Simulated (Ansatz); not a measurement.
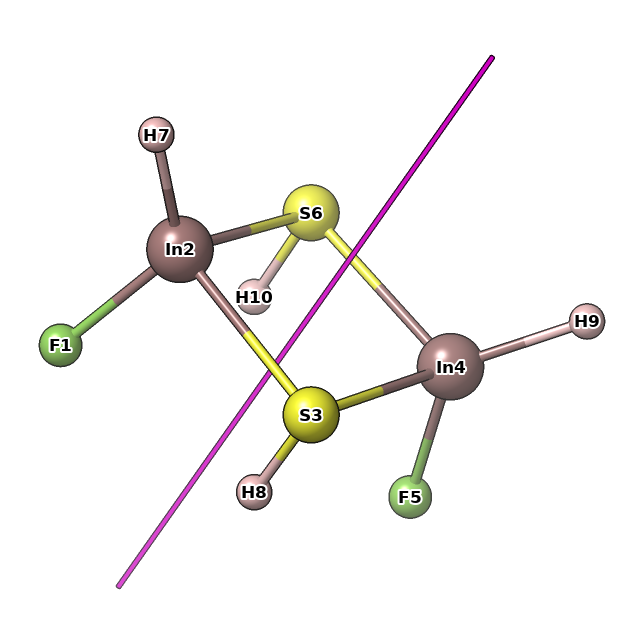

A line through the centre of mass is drawn in. Distant atoms are faded towards the background colour. The computed structure is the end point of a PBE0-D4/def2-TZVP optimisation.

> Is the line a proper rotation axis of the structure, and of what order?

Yes, a C2 axis. A turn by 180° leaves no atom in place and moves F1 ↔ F5; In2 ↔ In4; S3 ↔ S6; H7 ↔ H9; H8 ↔ H10. The point group is C2v.
